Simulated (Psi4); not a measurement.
# CH3FSi (SMILES F[C][SiH3]): UPBE/6-311+G(d,p) (sweep point 7)

What is the vertical electron affinity of CH3FSi at UPBE/6-311+G** (sweep point 7)? Input form: a Python script.

Program for the calculation: Psi4 1.11.

4 further runs of the same task are left out: 4 set aside as unsound or not needed.

## 1. The molecule

The species is CH3FSi (6 atoms), meant as a triplet with charge 0. SMILES: `F[C][SiH3]`. The shape is that of a GFN2-xTB optimisation.

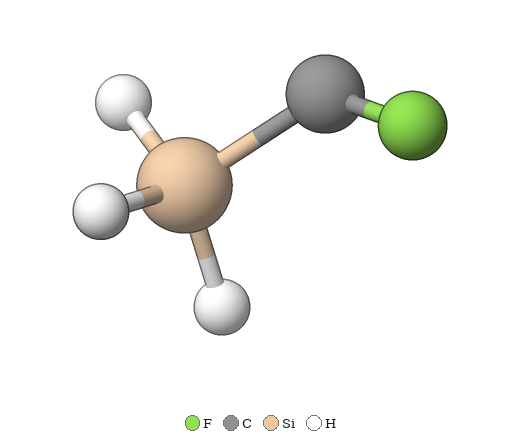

Viewed from a chosen angle; fluorine green, carbon grey, silicon light orange, hydrogen white.

## 2. The energy at UPBE/6-311+G(d,p) (sweep point 7)

The input, calc.py:

```python
import psi4

psi4.set_memory('1600 MB')
psi4.set_num_threads(1)
psi4.core.set_output_file('output.dat', False)

mol = psi4.geometry("""
0 3
F      0.224090    -1.972460     1.187430
C      0.716820    -1.061660     0.372510
Si    -0.092860     0.468300    -0.264490
H     -1.296310     0.138890    -1.040580
H      0.933630     1.077090    -1.098720
H     -0.485360     1.349840     0.843840
units angstrom
symmetry c1
""")

psi4.set_options({
    'basis': '6-311+G**',
    'reference': 'uks',
    'puream': True,
    'scf_type': 'pk',
    'dft_radial_points': 150,
    'dft_spherical_points': 974,
    'maxiter': 150,
})

energy_value = psi4.energy('pbe')
print(f'total energy {energy_value:.8f} hartree = {energy_value * 27.211386:.5f} eV')
```

Started as:

```sh
$ python calc.py
```

output.dat:

```text
[...]
  Running in c1 symmetry.
[...]
  Nuclear repulsion =   92.501436336060181
[...]
  Multiplicity = 3
[...]
  Nalpha       = 17
  Nbeta        = 15
[...]
    Number of basis functions: 92
[...]
   @UKS iter   1:  -428.69237149280121   -2.29753e-01   6.07750e-03 DIIS/ADIIS
[...]
   @UKS iter   9:  -428.84632120814859   -6.31593e-08   9.47242e-07 DIIS
[...]
   @S^2 Observed:                2.004692719E+00
[...]
    Orbital Energies [Eh]
    ---------------------
    Alpha Occupied:
       1A    -65.405128     2A    -24.313600     3A     -9.986887
       4A     -5.065840     5A     -3.477406     6A     -3.474990
       7A     -3.474869     8A     -1.177342     9A     -0.625187
      10A     -0.526297    11A     -0.448521    12A     -0.447857
      13A     -0.408616    14A     -0.332290    15A     -0.331828
      16A     -0.221979    17A     -0.186225
    Alpha Virtual:
      18A     -0.023844    19A     -0.011947    20A      0.002573
      21A      0.025494    22A      0.025831    23A      0.035226
      24A      0.036706    25A      0.057960    26A      0.074006
[...]
  @UKS Final Energy:  -428.84632120814859
   => Energetics <=
    Nuclear Repulsion Energy =             92.5014363360601806
    One-Electron Energy =                -776.7845509784368687
    Two-Electron Energy =                 292.9846660619563181
    DFT Exchange-Correlation Energy =     -37.5478726277282959
    Empirical Dispersion Energy =           0.0000000000000000
    VV10 Nonlocal Energy =                  0.0000000000000000
    Total Energy =                       -428.8463212081485949
[...]
 Multipole Moments:
 ------------------------------------------------------------------------------------
     Multipole            Electronic (a.u.)      Nuclear  (a.u.)        Total (a.u.)
 ------------------------------------------------------------------------------------
 L = 1.  Multiply by 2.5417464519 to convert [e a0] to [Debye]
 Dipole X            :          1.0921114           -1.2953166           -0.2032052
 Dipole Y            :         -4.9496575            5.3292994            0.3796419
 Dipole Z            :          2.7422319           -2.8992431           -0.1570112
 Magnitude           :                                                    0.4583370
[...]
```

Standard output:

```text
total energy -428.84632121 hartree = -11669.50278 eV
```

Wall time 35 s (1 thread of Intel Xeon Platinum 8488C (Sapphire Rapids), shared host); peak memory 0.99 GiB.

## 3. The doublet anion, same level

The input, job.py:

```python
import psi4

psi4.set_memory(1600000000)
psi4.set_num_threads(1)
psi4.set_output_file('run.log', False)

m = psi4.geometry("""
-1 2
F      0.224090    -1.972460     1.187430
C      0.716820    -1.061660     0.372510
Si    -0.092860     0.468300    -0.264490
H     -1.296310     0.138890    -1.040580
H      0.933630     1.077090    -1.098720
H     -0.485360     1.349840     0.843840
symmetry c1
""")

options = {'reference': 'uks', 'puream': True, 'scf_type': 'pk', 'dft_radial_points': 150, 'dft_spherical_points': 974, 'maxiter': 150}
psi4.set_options(options)

e, wfn = psi4.energy("pbe/6-311+G**", molecule=m, return_wfn=True)
print(f'total energy {e:.8f} hartree = {e * 27.211386:.5f} eV')
```

Started as:

```sh
$ python job.py
```

run.log:

```text
[...]
  Running in c1 symmetry.
[...]
  Nuclear repulsion =   92.501436336060181
[...]
  Multiplicity = 2
[...]
  Nalpha       = 17
  Nbeta        = 16
[...]
    Number of basis functions: 92
[...]
   @UKS iter   1:  -428.49158834014440   -2.89695e-02   8.81370e-03 ADIIS/DIIS
[...]
   @UKS iter  11:  -428.87199495878508   -2.65428e-08   5.89758e-07 DIIS
[...]
   @S^2 Observed:                7.572968833E-01
[...]
    Orbital Energies [Eh]
    ---------------------
    Alpha Occupied:
       1A    -65.186136     2A    -24.072206     3A     -9.710472
       4A     -4.847432     5A     -3.258010     6A     -3.257703
       7A     -3.255985     8A     -0.939423     9A     -0.382115
      10A     -0.307026    11A     -0.218241    12A     -0.209450
      13A     -0.171284    14A     -0.135311    15A     -0.135110
      16A      0.059637    17A      0.059776
    Alpha Virtual:
      18A      0.122529    19A      0.130981    20A      0.145338
      21A      0.146409    22A      0.176036    23A      0.201496
      24A      0.211229    25A      0.211332    26A      0.227360
[...]
  @UKS Final Energy:  -428.87199495878508
   => Energetics <=
    Nuclear Repulsion Energy =             92.5014363360601806
    One-Electron Energy =                -784.0072599072842650
    Two-Electron Energy =                 300.3910876914450228
    DFT Exchange-Correlation Energy =     -37.7572590790060758
    Empirical Dispersion Energy =           0.0000000000000000
    VV10 Nonlocal Energy =                  0.0000000000000000
    Total Energy =                       -428.8719949587850806
[...]
 Multipole Moments:
 ------------------------------------------------------------------------------------
     Multipole            Electronic (a.u.)      Nuclear  (a.u.)        Total (a.u.)
 ------------------------------------------------------------------------------------
 L = 1.  Multiply by 2.5417464519 to convert [e a0] to [Debye]
 Dipole X            :          0.4843828           -1.2953166           -0.8109338
 Dipole Y            :         -5.2989733            5.3292994            0.0303261
 Dipole Z            :          3.2406720           -2.8992431            0.3414289
 Magnitude           :                                                    0.8804016
[...]
```

On the terminal:

```text
total energy -428.87199496 hartree = -11670.20140 eV
```

It took 41 s on 1 thread of Intel Xeon Platinum 8488C (Sapphire Rapids), shared host; peak memory 0.99 GiB.

## 4. Results

Level: UPBE/6-311+G** (sweep point 7).

```
                                          quantity          value
                      triplet CH3FSi: total energy  -428.84632 Eh
                     triplet CH3FSi: dipole moment         1.16 D
triplet CH3FSi: HOMO energy (highest over α and β)       -5.07 eV
 triplet CH3FSi: LUMO energy (lowest over α and β)       -3.58 eV
                              triplet CH3FSi: ⟨S²⟩          2.005
                       doublet anion: total energy  -428.87199 Eh
 doublet anion: HOMO energy (highest over α and β)        1.99 eV
  doublet anion: LUMO energy (lowest over α and β)        3.11 eV
                               doublet anion: ⟨S²⟩          0.757
 vertical electron affinity (to the doublet anion)       0.699 eV
```

**Reading.** At fixed nuclei the extra electron is bound by 0.70 eV (16.1 kcal/mol). The HOMO (doublet anion) lies at positive energy, 1.99 eV, as semi-local functionals often give for anions; only total energies tell whether the electron is bound.
